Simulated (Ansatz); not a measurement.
# AlH3Se: active-space calculation

The task is an active-space calculation, for AlH3Se.

Computed with the Python package of Ansatz 0.2.0. The levels of theory stand in the script.

## (1) Starting point

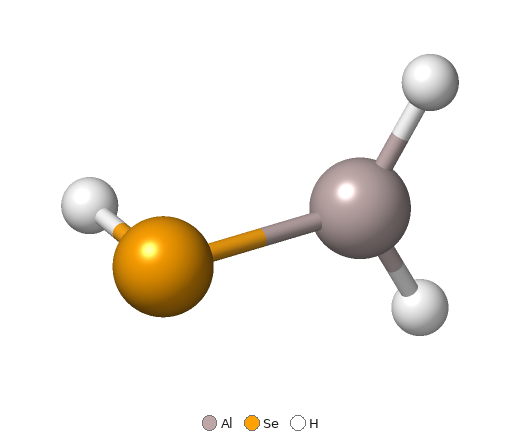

The structure that the script starts from, seen from a chosen angle (aluminium light grey, selenium orange, hydrogen white).

No structure file is read: the coordinates are typed or built in the script.

## (2) Script

The input, cas_alh3se.py:

```python
"""Static correlation in AlH3Se: natural occupations of an active space."""

import ansatz as az


def main() -> None:
    molecule = (
        az.Crystal.molecule()
        .atom("Al", (-0.5101, -0.5043, 0.0501))
        .atom("Se", (0.458, 1.7126, 0.0236))
        .atom("H", (-0.7695, -1.2472, 1.4013))
        .atom("H", (-0.9782, -1.1076, -1.3338))
        .atom("H", (1.8496, 1.0728, -0.1827))
    )

    setup = (
        molecule.calculation()
        .basis(gaussian="def2-SVP")
        .correlation(active_electrons=4, active_orbitals=4)
    )
    for method in [None, "sc_nevpt2", "fic_mrcisd_q"]:
        report = (setup if method is None else setup.correlation(method)).run(threads=1, backend="cpu").report
        space = report["configurations"]
        state = space["states"][0]
        print(method or "casscf", f"total {report['free_energy_ev'] / 27.211386246:.6f} Ha, active-space state {state['energy']['hartree']:.6f} Ha, mean field {report['reference_energy_ev'] / 27.211386246:.6f} Ha")
        print("  determinants", state["n_determinants"], " natural occupations", [round(n, 3) for n in space["natural_occupations"]])
    print("effectively unpaired electrons, sum of min(n, 2 - n):", round(sum(min(n, 2 - n) for n in space["natural_occupations"]), 3))


if __name__ == "__main__":
    main()
```

## (3) Running it

Started as:

```
$ python cas_alh3se.py
```

Standard output:

```text
casscf total -2643.182520 Ha, active-space state -2643.182520 Ha, mean field -2643.150720 Ha
  determinants 36  natural occupations [1.978, 1.965, 0.035, 0.022]
sc_nevpt2 total -2643.455077 Ha, active-space state -2643.182514 Ha, mean field -2643.150720 Ha
  determinants 36  natural occupations [1.978, 1.965, 0.035, 0.022]
fic_mrcisd_q total -2643.480720 Ha, active-space state -2643.182514 Ha, mean field -2643.150720 Ha
  determinants 36  natural occupations [1.978, 1.965, 0.035, 0.022]
effectively unpaired electrons, sum of min(n, 2 - n): 0.114
```

It took 13 s on 1 thread of Arm Neoverse V1, shared host; peak memory 0.2 GiB.

## (4) What each run gave

The 3 runs, in the order started:

```csv
run,method,energy (eV),SCF cycles,CPU time (s)
1,not set,-71924.6605,11,3.8
2,sc_nevpt2,-71932.0771,11,3.7
3,fic_mrcisd_q,-71932.7749,11,4.8
```

## (5) Outcome

```
           quantity                       value
natural occupations  1.978, 1.965, 0.035, 0.022
      runs compared                           3
```

**Reading.** The natural occupations stay near whole numbers, so one determinant describes the state well. All 3 runs converged. The geometry is a force-field or estimated start, not a minimum of this method, and the basis set is short of its limit. The active space starts as a window about the frontier orbitals and is then optimised, not chosen by chemistry.
